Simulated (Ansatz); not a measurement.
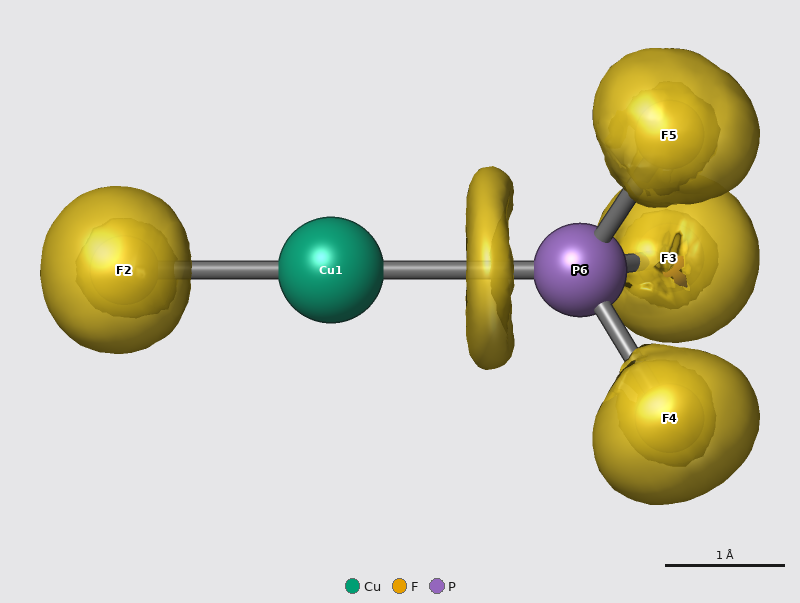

Figure 1: CuF$_{4}$P (SMILES [F][Cu-][P+](F)(F)F). Isosurface of the electron localisation function at 0.8 (yellow), seen from one side. Core shells and regions of very low density are left out.

Geometry: PBE0-D4/def2-SVP.

The calculation used isolated molecule in a Gaussian basis; Kohn-Sham density functional theory, functional PBE0 in Ansatz 0.2.0.

```json
{"atom": "Cu", "x (Å)": "0.1058", "y (Å)": "-1.2105", "z (Å)": "0.5054"}
{"atom": "F", "x (Å)": "0.5208", "y (Å)": "-2.7486", "z (Å)": "1.2110"}
{"atom": "F", "x (Å)": "-1.3275", "y (Å)": "0.6622", "z (Å)": "-1.6141"}
{"atom": "F", "x (Å)": "0.7658", "y (Å)": "1.5657", "z (Å)": "-0.8774"}
{"atom": "F", "x (Å)": "-1.1608", "y (Å)": "1.6961", "z (Å)": "0.5410"}
{"atom": "P", "x (Å)": "-0.3946", "y (Å)": "0.6430", "z (Å)": "-0.3450"}
```

Identify the bonds, lone pairs and shells in this picture.

Answer. The ELF exceeds this value in one lobe of the valence shell of P pointing towards Cu (polar bonds) and four regions wrapped around F (the valence shell of each). Profiles from the grid: P–F (1.58 Å): the ELF peaks at about 0.80 between the atoms (a polar covalent bond). Cu–F (1.74 Å): the ELF peaks at about 0.85 in the valence shell of F, 0.5 Å from its nucleus, and is about 0.15 at the midpoint.
